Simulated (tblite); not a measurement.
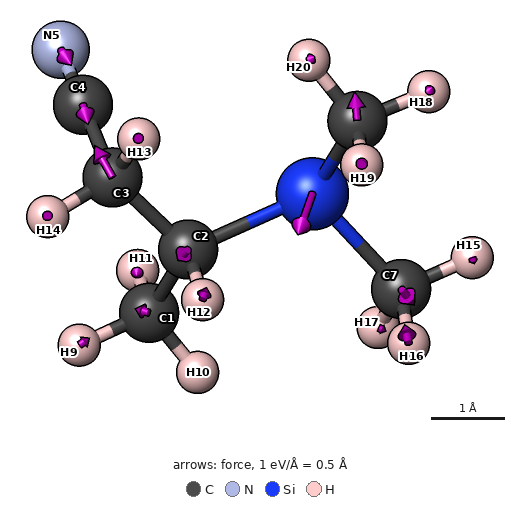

Starting geometry of C6H12NSi (charge +1) with the computed forces as purple arrows. The picture is a ball-and-stick view, seen at a tilt.

The calculation used GFN2-xTB geometry optimisation, gas phase in tblite. 

**What follows when this structure is relaxed?**

It isn't relaxed: the largest force vector, on the Si atom, is 1.95 eV/Å. The final displacements have little in common with the starting forces (cosine between the two patterns 0.17). The energy falls by 18.2 kcal/mol in 183 geometry steps. The largest move after the best rigid fit is that of an H atom, 1.88 Å. Largest moves by element: H 1.88 Å, N 1.71 Å, C 0.95 Å, Si 0.58 Å. Some distances before and after: C–Si 3.403 → 2.812 Å, C–C 1.487 → 1.437 Å, C–C 1.528 → 1.552 Å, C–Si 1.858 → 1.879 Å. Among the angles between lasting bonds that change: C–Si–C 111.0° → 122.9°, C–C–N 179.0° → 171.0°, C–Si–C 111.0° → 119.0°. Groups turn about C–C by about 25°.
